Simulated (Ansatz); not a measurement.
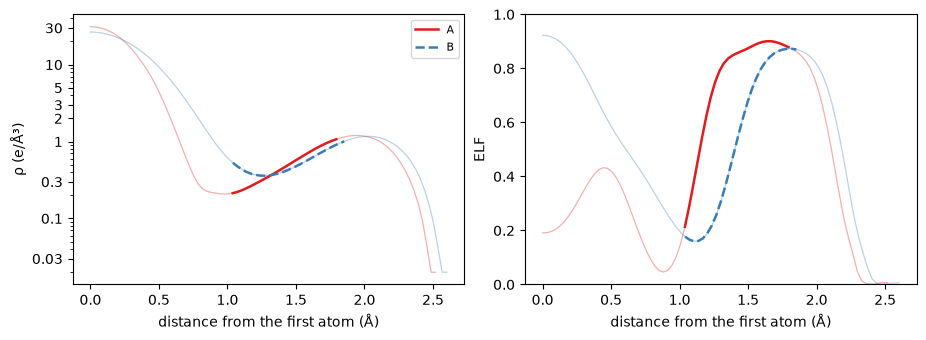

Figure 1: MgCdS$_{4}$. Valence charge density (pseudo) and ELF along straight lines between neighbouring atoms. Thin, pale parts lie inside the atomic spheres.

Space group I4/mmm; a structure generated by program, which may or may not match a known phase.

Level of theory: DFT PBE, scalar-relativistic, plane waves, PAW in Ansatz 0.2.0.

The density is the valence pseudo-density of a PAW calculation; it isn't the true density close to the nuclei.

```yaml
crystal:
  lattice:
    - [7.23687, 0.00000, 0.00000]
    - [0.00000, 7.23687, 0.00000]
    - [0.00000, 0.00000, 5.33741]
  atoms:
    - { symbol: Mg, position: [0.00000, 0.00000, 0.50000] }
    - { symbol: Mg, position: [0.50000, 0.50000, 0.00000] }
    - { symbol: Cd, position: [0.00000, 0.00000, 0.00000] }
    - { symbol: Cd, position: [0.50000, 0.50000, 0.50000] }
    - { symbol: S, position: [0.25400, 0.25400, 0.00000] }
    - { symbol: S, position: [0.75400, 0.75400, 0.50000] }
    - { symbol: S, position: [0.24600, 0.24600, 0.50000] }
    - { symbol: S, position: [0.74600, 0.74600, 0.00000] }
    - { symbol: S, position: [0.74600, 0.25400, 0.00000] }
    - { symbol: S, position: [0.24600, 0.75400, 0.50000] }
    - { symbol: S, position: [0.25400, 0.74600, 0.00000] }
    - { symbol: S, position: [0.75400, 0.24600, 0.50000] }
```

Which curve belongs to which contact (Cd–S and Mg–S)? The first atom named is at distance zero.

Answer. Curve A: Mg–S (2.52 Å): ρ is about 0.32 e/Å³ halfway; the ELF peaks at about 0.90 in the valence shell of S, 0.9 Å from its nucleus, and is about 0.75 at the midpoint. Curve B: Cd–S (2.60 Å): ρ is about 0.36 e/Å³ halfway; the ELF peaks at about 0.85 in the valence shell of S, 0.8 Å from its nucleus, and drops to about 0.15 between the two atoms.
